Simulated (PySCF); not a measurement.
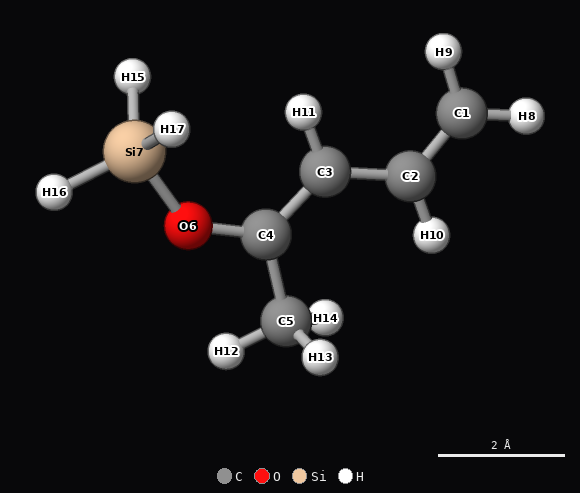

This is the input geometry for a relaxation of C₅H₁₀OSi. The picture is a ball-and-stick view, seen at a tilt.

The start comes from GFN2-xTB. Its atoms were then displaced at random by about 0.01 Å.

These are results of PBE0-D3(BJ)/def2-SVP geometry optimisation, gas phase (PySCF 2.14.0, density-fitted response routines), not measurements.

```xyz
17

C    -2.7984    1.0631    0.1048
C    -1.9264    0.1173    0.2705
C    -0.5189    0.3464    0.2280
C     0.4779   -0.5856    0.3998
C     0.1803   -2.0515    0.6468
O     1.7600   -0.2997    0.3428
Si    2.6398    1.0341    0.0366
H    -3.8616    0.9029    0.1292
H    -2.5229    2.1135   -0.0622
H    -2.2555   -0.8947    0.4547
H    -0.1890    1.3644    0.0690
H     1.0876   -2.4986    1.0734
H    -0.0941   -2.5423   -0.2841
H    -0.6531   -2.1782    1.3645
H     2.3351    2.0822    1.0078
H     3.9656    0.4958    0.1938
H     2.3572    1.5429   -1.3157
```

Predict the outcome.

H13 moves most after the best rigid fit: 0.76 Å. Largest moves by element: H 0.76 Å, O 0.13 Å, C 0.13 Å, Si 0.09 Å. Among the contacts that change: O6–Si7 1.627 → 1.682 Å, Si7–H16 1.439 → 1.486 Å, C1–C2 1.297 → 1.342 Å, C4–O6 1.315 → 1.355 Å. Among the angles between lasting bonds that change: C4–O6–Si7 135.5° → 128.1°, O6–Si7–H16 99.8° → 104.8°, C3–C4–C5 122.2° → 126.8°. Groups turn about C4–C5 by about 40°. After 11 geometry steps the energy has fallen by 33.2 kJ/mol.

Final geometry:

```xyz
17

C    -2.7812    1.1717    0.1649
C    -1.9021    0.1668    0.3045
C    -0.4634    0.3203    0.2504
C     0.4548   -0.6621    0.3976
C     0.1846   -2.1055    0.6509
O     1.7869   -0.4243    0.3293
Si    2.5658    1.0266   -0.0135
H    -3.8582    0.9983    0.2139
H    -2.4481    2.2005   -0.0035
H    -2.2939   -0.8425    0.4700
H    -0.1010    1.3402    0.0724
H     0.6711   -2.4125    1.5903
H     0.6307   -2.7120   -0.1532
H    -0.8851   -2.3324    0.7149
H     2.2585    2.0518    1.0270
H     4.0132    0.6911   -0.0024
H     2.1510    1.5358   -1.3538
```

The end point in the same view:

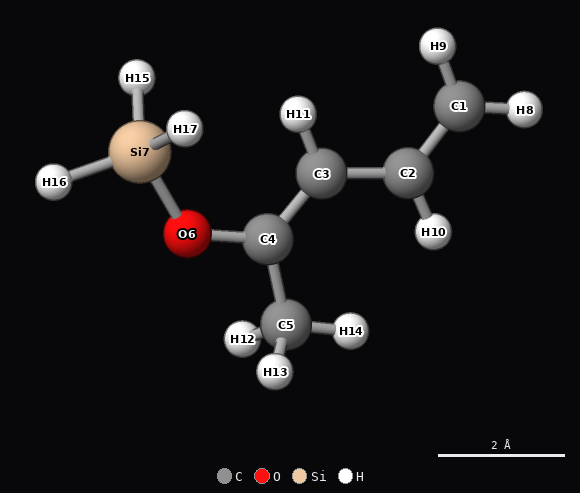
